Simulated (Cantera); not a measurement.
Feed: 1 mol FeS₂, 4.6 mol H₂S, 0.58 mol N₂, 0.12 mol SO₂, held at 1473 K.

Method: chemical equilibrium by Gibbs-energy minimisation in Cantera with the NASA 1993 tables (ideal gas, pure condensed phases). Candidate condensed phases: Fe, FeO, Fe(OH)₂, Fe(OH)₃, FeS, FeSO₄, FeS₂, Fe₂O₃, Fe₂(SO₄)₃, Fe₃O₄, H₂O, H₂SO₄, S; 38 gas species. FeS: taken at fixed stoichiometry. The numbers say what is thermodynamically allowed, not how fast it happens.

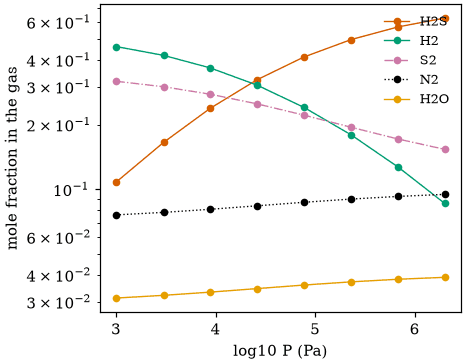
Fig. 1. Equilibrium gas composition (values under 1e-9 drawn at 1e-9)

Task: Read off the mole fractions at 10.0 mbar.

Result: H₂ about 0.46, S₂ about 0.32, H₂S about 0.11, N₂ about 0.076, H₂O about 0.031.
